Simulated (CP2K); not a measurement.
Band structure of Pb (Fm-3m, 1 atom in the cell).

```xyz
1
Lattice="3.5002 0.0000 0.0000 1.7501 3.0312 0.0000 1.7501 1.0104 2.8579" Properties=species:S:1:pos:R:3 pbc="T T T"
Pb     0.0000     0.0000     0.0000
```

Method: PBE, GPW, TZVP-MOLOPT-SR-GTH basis, GTH-PBE potentials (GTH_POTENTIALS) run with CP2K 2026.2.

Settings: CUTOFF = 400 Ry; REL_CUTOFF = 60 Ry; SMEAR/METHOD = FERMI_DIRAC; ELECTRONIC_TEMPERATURE = 1160.45 K; KPOINTS/SCHEME = MONKHORST-PACK 9 9 9; XC_FUNCTIONAL = PBE; Pb/BASIS_SET = TZVP-MOLOPT-SR-GTH; Pb/POTENTIAL = GTH-PBE-q4; METHOD = GPW; EPS_DEFAULT = 1e-10; EXTRAPOLATION = USE_GUESS; NGRIDS = 4; SCF_GUESS = ATOMIC; EPS_SCF = 1e-06.

The starting cell has typed, rounded lattice constants, without a prior relaxation at this level. Spin-orbit coupling is off. Values carry the incompleteness of an atom-centred basis.

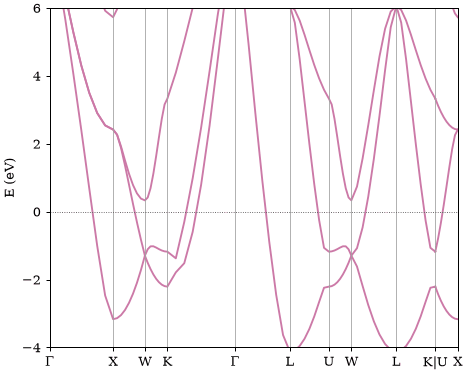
Figure. Bands along the path, energies from the Fermi level.

Levels in eV from the Fermi level, bands 1 to 4:
```json
[
 {"point": "Γ", "1": "-11.62", "2": "7.79", "3": "7.79", "4": "7.79"},
 {"point": "X", "1": "-6.61", "2": "-3.17", "3": "2.42", "4": "2.42"},
 {"point": "W", "1": "-6.44", "2": "-1.29", "3": "-1.29", "4": "0.33"},
 {"point": "K", "1": "-6.66", "2": "-2.21", "3": "-1.18", "4": "3.33"},
 {"point": "L", "1": "-8.07", "2": "-4.13", "3": "6.06", "4": "6.06"},
 {"point": "U", "1": "-6.66", "2": "-2.21", "3": "-1.18", "4": "3.33"}
]
```

Bands cross the Fermi level along this path, so the cell is metallic at this level.

Higher empty bands are left out: an atom-centred basis made for the valence describes them poorly.
